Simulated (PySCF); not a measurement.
# FeF2: structure of the quintet

The task is one start of a wider search on FeF2: the quintet, from a linear start. It is relaxed, tested by its Hessian and followed downhill if it is a saddle.

The runs use PySCF 2.14.0; PBE0, basis Fe def2-TZVP, F def2-TZVP, no relativity, density fitting.

## (1) The starting structure

3 atoms, charge 0, spin multiplicity 5.

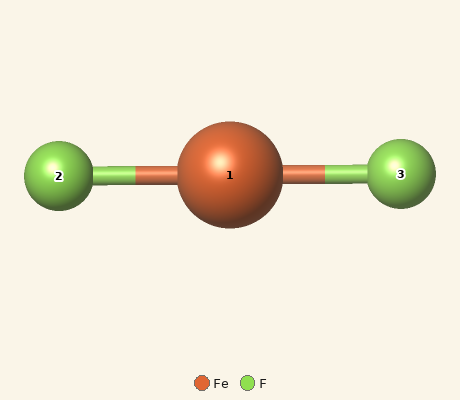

Start geometry, drawn with iron orange, fluorine green; atoms are numbered from 1 in the order of the file.

Z-matrix (Å, degrees; charge 0 multiplicity 5):
```
Fe
F  1 1.8000
F  1 1.8000 2 180.00
```

## (2) First SCF at the start

The steps below are one call of a driver around PySCF. For each, scf.py gives the equivalent set-up of the SCF; relaxations use the driver's own optimiser. After this first run the driver tries any further starts and a stability analysis.

The input, scf.py:

```python
from pyscf import gto, scf, dft
mol = gto.M(atom='''
Fe     0.000000     0.000000     0.000000
F      0.000000     0.000000     1.800000
F      0.000000     0.000000    -1.800000''',
    basis={'Fe': 'def2-TZVP', 'F': 'def2-TZVP'},
    charge=0, spin=4)
mf = dft.UKS(mol, xc='PBE0')
mf.grids.atom_grid = (50, 194)
aux = {'Fe': 'def2-universal-JKFIT', 'F': 'def2-universal-JKFIT'}
mf = mf.density_fit(auxbasis=aux)
mf.conv_tol = 1e-08
mf.diis_space = 10
mf.max_cycle = 60
mf.init_guess = 'minao'
mf.verbose = 4
mf.kernel()
```

Launch:

```
OMP_NUM_THREADS=4 python axn.py task.json out
```

Output:

```text
[... the frontier levels of the middle cycles are left out ...]
init E= -1461.88531239114
[... the frontier-level lines of each cycle are left out ...]
cycle= 1 E= -1450.44007073509  delta_E= 11.4  |g|= 4.71  |ddm|= 8.28
cycle= 2 E= -1394.40032473825  delta_E=   56  |g|= 13.4  |ddm|= 12.1
cycle= 3 E= -1443.51581513936  delta_E= -49.1  |g|= 8.81  |ddm|= 6.62
cycle= 4 E= -1446.95743196252  delta_E= -3.44  |g|= 7.72  |ddm|= 0.977
cycle= 5 E= -1452.11915492974  delta_E= -5.16  |g|= 6.46  |ddm|= 2.74
cycle= 6 E= -1454.96369129964  delta_E= -2.84  |g|= 5.35  |ddm|= 0.499
cycle= 7 E= -1457.05283168733  delta_E= -2.09  |g|=  4.6  |ddm|= 0.368
cycle= 8 E= -1457.03613222451  delta_E= 0.0167  |g|=  4.6  |ddm|= 0.00312
cycle= 9 E= -1462.50963651946  delta_E= -5.47  |g|= 1.31  |ddm|= 2.23
cycle= 10 E= -1462.94707297546  delta_E= -0.437  |g|= 0.754  |ddm|= 1.27
cycle= 11 E= -1463.08300756913  delta_E= -0.136  |g|= 0.407  |ddm|= 0.471
cycle= 12 E= -1463.13901738175  delta_E= -0.056  |g|= 0.0488  |ddm|= 0.296
cycle= 13 E= -1463.14143003961  delta_E= -0.00241  |g|= 0.0469  |ddm|= 0.0963
cycle= 14 E= -1463.14363516319  delta_E= -0.00221  |g|= 0.0377  |ddm|= 0.0662
[... 1 cycles left out ...]
cycle= 16 E= -1463.1409411091  delta_E= 0.00297  |g|= 0.0386  |ddm|= 0.0966
cycle= 17 E= -1463.13362745197  delta_E= 0.00731  |g|= 0.0855  |ddm|= 0.319
cycle= 18 E= -1463.13425624737  delta_E= -0.000629  |g|= 0.0781  |ddm|= 0.0445
cycle= 19 E= -1463.13446942092  delta_E= -0.000213  |g|= 0.0722  |ddm|= 0.00443
cycle= 20 E= -1463.13468047059  delta_E= -0.000211  |g|= 0.0556  |ddm|= 0.0744
cycle= 21 E= -1463.13544952784  delta_E= -0.000769  |g|= 0.0147  |ddm|= 0.0344
cycle= 22 E= -1463.1355055797  delta_E= -5.61e-05  |g|= 0.00204  |ddm|= 0.0189
cycle= 23 E= -1463.13550422948  delta_E= 1.35e-06  |g|= 0.00257  |ddm|= 0.00645
cycle= 24 E= -1463.13550617258  delta_E= -1.94e-06  |g|= 0.000146  |ddm|= 0.00276
cycle= 25 E= -1463.13550627463  delta_E= -1.02e-07  |g|= 0.000165  |ddm|= 0.000462
cycle= 26 E= -1463.13550618824  delta_E= 8.64e-08  |g|= 0.000167  |ddm|= 0.000344
cycle= 27 E= -1463.13550592883  delta_E= 2.59e-07  |g|= 4.95e-05  |ddm|= 0.00179
cycle= 28 E= -1463.13550591157  delta_E= 1.73e-08  |g|= 1.06e-05  |ddm|= 0.000627
cycle= 29 E= -1463.13550591156  delta_E= 1.14e-11  |g|= 2.51e-06  |ddm|= 4.78e-05
Extra cycle  E= -1463.13550591157  delta_E= -6.82e-12  |g|= 2.46e-06  |ddm|= 3.65e-06
converged SCF energy = -1463.13550591157  <S^2> = 6.0302511  2S+1 = 5.0120858
```

This step, with its further starts and checks, needed 27 s of wall time on 4 threads, shared host.

The starts that the driver tried:

```
                      start   energy (Eh)
    the minimal-basis guess  -1463.135506
a thermally smeared density  -1463.168885
      a smeared PBE density  -1463.168885
```

The first run landed in a state that is too high. Following the other starts and the instabilities gains 87.8 kJ/mol (-1463.16895 Eh), and the work goes on from there.

## (3) Linear start, quintet: relaxation

The program finds D∞h symmetry in the start, which this walk keeps.

Changes to scf.py since step 2:

```diff
@@ -15 +14,0 @@
-mf.init_guess = 'minao'
```

The optimiser's trace:

```
step   energy (Eh)  change (kJ/mol)  largest symmetric gradient (Eh/bohr)
   0  -1463.168954             0.00                               0.02117
   1  -1463.170899            -5.11                               0.00305
   2  -1463.170933            -5.20                               0.00041
   3  -1463.170934            -5.20                               0.00001
```

The walk took 7.6 s.

Positions (Å) and forces (eV/Å) along the way:

```
step 0
Fe   0.000   0.000   0.000   0.000   0.000   0.000
F    0.000   0.000   1.800   0.000   0.000  -1.089
F    0.000   0.000  -1.800   0.000   0.000   1.089
step 1
Fe   0.000   0.000   0.000   0.000   0.000   0.000
F    0.000   0.000   1.759   0.000   0.000  -0.157
F    0.000   0.000  -1.759   0.000   0.000   0.157
step 2
Fe   0.000   0.000   0.000   0.000   0.000   0.000
F    0.000   0.000   1.752   0.000   0.000   0.021
F    0.000   0.000  -1.752   0.000   0.000  -0.021
step 3
Fe   0.000   0.000   0.000   0.000   0.000   0.000
F    0.000   0.000   1.753   0.000   0.000   0.000
F    0.000   0.000  -1.753   0.000   0.000   0.000
```

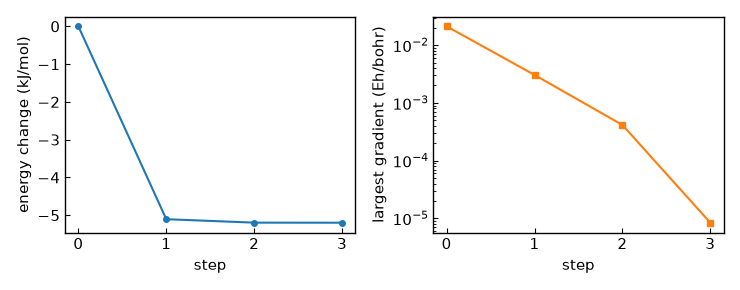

How energy and gradient fall.

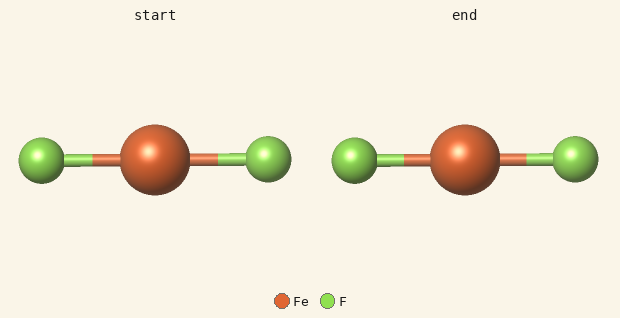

Start and end of the relaxation.

End point (D∞h, 3 steps, 5.2 kJ/mol gained): Fe–F 1.753 Å (×2); F–Fe–F 180.0°.

## (4) Is it a minimum? Harmonic modes

On the finer grid the gradient is checked again; gradients at displacements of ±0.02 bohr then give force constants and infrared intensities.

Changes to scf.py since step 3:

```diff
@@ -3,3 +3,3 @@
-Fe     0.000000     0.000000     0.000000
-F      0.000000     0.000000     1.800000
-F      0.000000     0.000000    -1.800000''',
+Fe     0.000000     0.000000    -0.000000
+F     -0.000000     0.000000     1.752747
+F      0.000000    -0.000000    -1.752747''',
@@ -9 +9 @@
-mf.grids.atom_grid = (50, 194)
+mf.grids.atom_grid = (75, 302)
@@ -12 +12 @@
-mf.conv_tol = 1e-08
+mf.conv_tol = 1e-10
```

This SCF starts from the last density.

Log of the central SCF (cycles and frontier levels):

```text
init E= -1463.17081824089
[... the frontier-level lines of each cycle are left out ...]
cycle= 1 E= -1463.17081824086  delta_E= 2.71e-11  |g|= 1.45e-05  |ddm|= 9.98e-06
cycle= 2 E= -1463.17081824077  delta_E= 9.05e-11  |g|= 2.3e-05  |ddm|= 1.55e-05
cycle= 3 E= -1463.17081824092  delta_E= -1.52e-10  |g|= 4.04e-06  |ddm|= 9.72e-06
cycle= 4 E= -1463.17081824093  delta_E= -4.32e-12  |g|= 8.92e-07  |ddm|= 1.65e-06
Extra cycle  E= -1463.17081824093  delta_E= -3.64e-12  |g|= 8.86e-07  |ddm|= 2.64e-06
converged SCF energy = -1463.17081824093  <S^2> = 6.0096492  2S+1 = 5.0038582
```

The whole step took 26 s.

Geometry: D∞h; Fe–F 1.753 Å (×2); F–Fe–F 180.0°.

Harmonic modes (main isotopes):

| ω (cm⁻¹) | IR (km/mol) | μ (u) |
| --- | --- | --- |
| 143 | 44.3 | 25.92 |
| 143 | 44.3 | 25.92 |
| 608 | 0.0 | 19.00 |
| 757 | 230 | 25.92 |

No imaginary mode, so this is a minimum.

The SCF density has lower symmetry than the nuclear frame, so the modes carry no labels; pairs that should be degenerate can split.

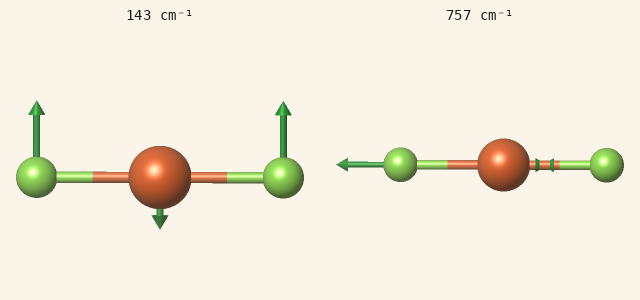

How the atoms move in 2 of the modes.

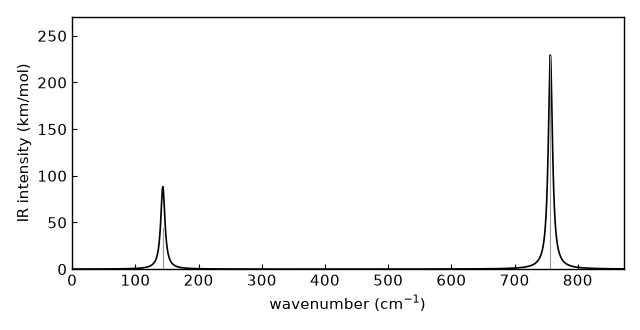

The harmonic infrared spectrum (widths in cm⁻¹). Lines are broadened to a width of 8 cm⁻¹ (Lorentzian).

Constants and moments:

* Dipole moment: 0.00 D
* Highest occupied level: -8.18 eV
* Lowest empty level: -3.33 eV
* Rotational constants: 0.1444 cm⁻¹
* Zero-point energy: 9.9 kJ/mol
* Principal polarisabilities: 15.5, 15.5, 27.0 bohr³
* Atomisation energy without zero-point energy: 1006 kJ/mol
* Principal traceless quadrupole moments about the centre of mass: -14.58, 7.29, 7.29 D Å
* Entropy at 298.15 K and 1 bar (electronic part: spin only): 267.8 J/(mol K)
* Heat capacity Cp at 298.15 K: 52.4 J/(mol K)
* Enthalpy at 298.15 K above 0 K: 12.76 kJ/mol
* Rotational symmetry number: 2
* Spin squared ⟨S²⟩: 6.010

Populations by atom (charges in e):

| atom | Mulliken | Löwdin | polar tensor | spin (Mulliken) | Mayer order to Fe1 |
| --- | --- | --- | --- | --- | --- |
| Fe1 | 1.06 | 0.67 | 1.45 | 3.83 | – |
| F2,3 | -0.53 | -0.34 | -0.72 | 0.09 | 0.81 |

Mulliken populations on Fe1: s 6.37, p 12.20, d 6.36, f 0.00.

## (5) Fields at the lowest minimum

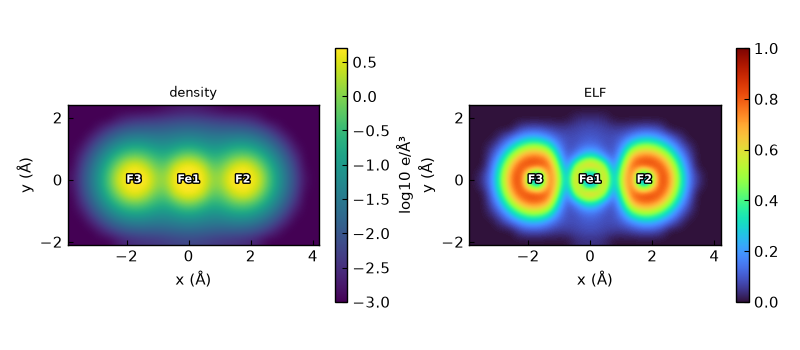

The plane holds Fe1 at (0.00, 0.00), F2 at (1.75, 0.00), F3 at (-1.75, 0.00) Å. ELF is set to 0 where the density is under 0.005 e/Å³; an orbital's overall sign is arbitrary.

Orbitals, density, ELF and potential are computed afterwards from the orbital file.

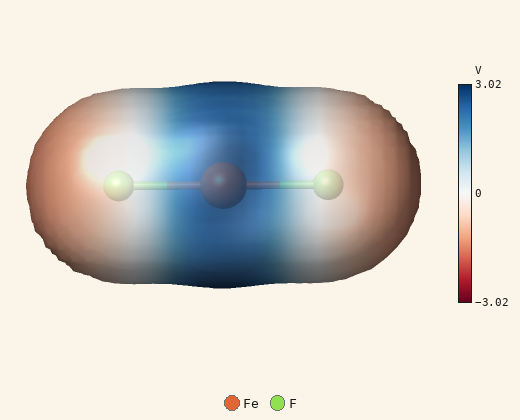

The potential that a unit positive charge feels on the 0.002 e/bohr³ surface, from the 1st to the 99th percentile, from -1.41 V near F3 to 3.02 V near Fe1.

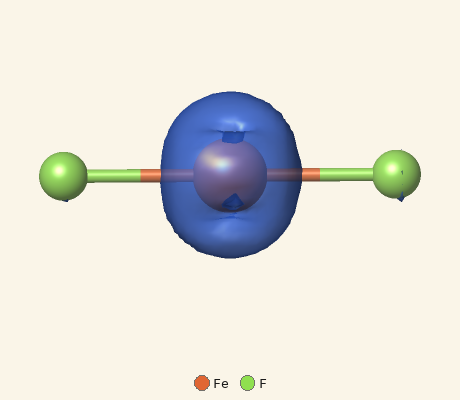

Spin density at ±0.3 e/Å³ (alpha excess blue, beta excess red).

Along Fe1–F2 (1.753 Å) the density is least, 0.95 e/Å³, about 0.88 Å from Fe1; ELF there is 0.16.

Making the fields took 1.1 s.

## (6) What came out

| quantity | value |
| --- | --- |
| minimum | quintet, D∞h |
| geometry | Fe–F 1.753 Å (×2); F–Fe–F 180.0° |
| wavenumbers (cm⁻¹) | 143, 143, 608, 757 |
| dipole moment | 0.00 D |
| highest occupied, lowest empty level (either spin) | -8.18, -3.33 eV |
| polar-tensor charge of Fe1 | +1.45 e |
| zero-point energy | 9.9 kJ/mol |
| entropy at 298.15 K | 267.8 J/(mol K) |
| atomisation energy (no zero-point energy) | 1006 kJ/mol |
| ⟨S²⟩ | 6.010 |

What this shows: The molecule stays D∞h, as typed, and the end point is a minimum. In the infrared the band at 757 cm⁻¹ (stretch) leads. Fe1 has a polar-tensor charge of +1.4 e (a dipole derivative, not a static charge), yet symmetry cancels the bond dipoles. Most of the spin sits on Fe1 (Mulliken spin 3.83, against 4 for the whole molecule). The first SCF alone would have been 88 kJ/mol too high. Only this shape and spin were tried, so other structures or states may lie lower. The SCF density has lower symmetry than the nuclear frame. One determinant may miss the lowest occupation of an open d or f shell.

The search up to here needed 61 s of wall time on 4 threads, shared host.
